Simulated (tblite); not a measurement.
# C7H9FGe: the cost of one run

Computed with tblite 0.8.0 and PySCF 2.14.0, with density-fitted response routines of our own, on a single molecule, in the gas phase or a continuum. Atoms count from 0, in the outputs and in this text.

## Step 1: Starting geometry

18 atoms, charge 0, multiplicity 1; geometry from: force field or distance geometry start.

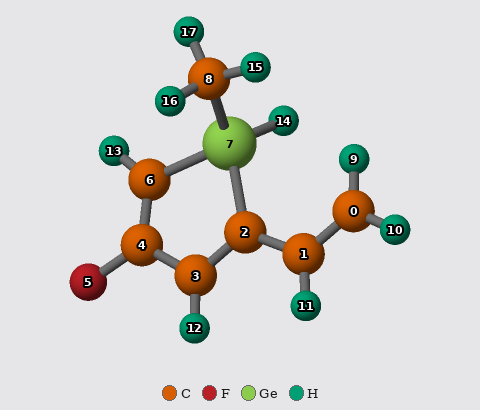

The starting geometry (carbon orange, fluorine red, germanium green, hydrogen teal), atoms numbered; sticks join atoms by distance.

## Step 2: Optimising the geometry with GFN2-xTB

The job: settings as JSON, then the geometry in Å.

```
{"job": {"kind": "relax", "xc": "GFN2-xTB", "basis": "xTB"}, "charge": 0, "multiplicity": 1}
C     -1.097800    -2.414100    -0.455000
C     -1.639900    -1.185000    -0.453400
C     -0.805800     0.032100    -0.392000
C     -1.340800     1.267100    -0.414600
C     -0.365200     2.358400    -0.342200
F     -0.747800     3.660700    -0.355600
C      0.913300     2.002100    -0.298300
Ge     1.098900     0.111900    -0.295200
C      1.751700    -0.551400     1.410600
H     -0.041400    -2.572700    -0.425600
H     -1.757700    -3.278900    -0.492400
H     -2.717800    -1.097800    -0.472800
H     -2.411900     1.440400    -0.443700
H      1.739400     2.699100    -0.248200
H      1.805100    -0.447500    -1.550900
H      1.636900    -1.650300     1.460100
H      1.157700    -0.087200     2.233000
H      2.814300    -0.280600     1.524700
```

Started as:

```sh
> OMP_NUM_THREADS=1 python probes_run.py task.json out
```

The driver reads the jobs from task.json and runs them one after another.

**Question.** How long does this first job take on 1 thread of Intel Xeon at 2.50GHz, shared host, and how much memory does it need?

About 1.5 s, with a peak of 0.18 GiB.
